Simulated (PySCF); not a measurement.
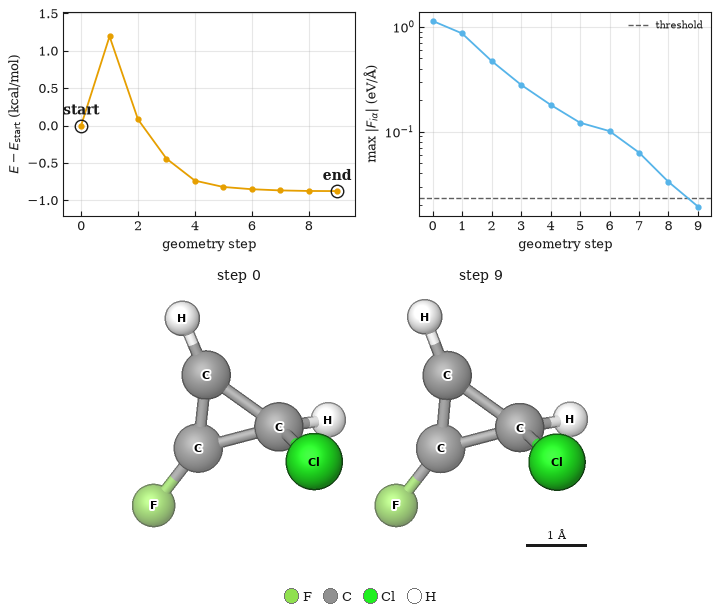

First and last geometry of a relaxation of C₃H₂ClF, with the history of the run. Style: ball-and-stick. Shown at a tilt.

The start comes from GFN2-xTB.

All numbers below come from PBE0-D3(BJ)/def2-SVP geometry optimisation, gas phase (PySCF 2.14.0, density-fitted response routines). 

### Read the history and describe the run.

It converged. After 9 geometry steps the energy has fallen by 0.88 kcal/mol. The largest force component goes from 1.1 to 0.019 eV/Å. The largest move after the best rigid fit is that of an H atom, 0.028 Å. By element the largest moves are H 0.028 Å, C 0.024 Å, Cl 0.018 Å, F 0.011 Å. Near-neighbour distances that change, for instance: C–C 1.472 → 1.447 Å, C–H 1.061 → 1.085 Å, C–H 1.082 → 1.098 Å, C–Cl 1.784 → 1.800 Å. Among the angles between lasting bonds that change: C–C–H 151.6° → 154.3°.

```json
{"step": "0", "E − E(0), kcal/mol": "0.00", "largest force component, eV/Å": "1.1378"}
{"step": "1", "E − E(0), kcal/mol": "1.19", "largest force component, eV/Å": "0.8651"}
{"step": "2", "E − E(0), kcal/mol": "0.08", "largest force component, eV/Å": "0.4727"}
{"step": "3", "E − E(0), kcal/mol": "-0.44", "largest force component, eV/Å": "0.2801"}
{"step": "4", "E − E(0), kcal/mol": "-0.74", "largest force component, eV/Å": "0.1806"}
{"step": "5", "E − E(0), kcal/mol": "-0.82", "largest force component, eV/Å": "0.1218"}
{"step": "6", "E − E(0), kcal/mol": "-0.85", "largest force component, eV/Å": "0.1013"}
{"step": "7", "E − E(0), kcal/mol": "-0.87", "largest force component, eV/Å": "0.0633"}
{"step": "8", "E − E(0), kcal/mol": "-0.88", "largest force component, eV/Å": "0.0332"}
{"step": "9", "E − E(0), kcal/mol": "-0.88", "largest force component, eV/Å": "0.0193"}
```
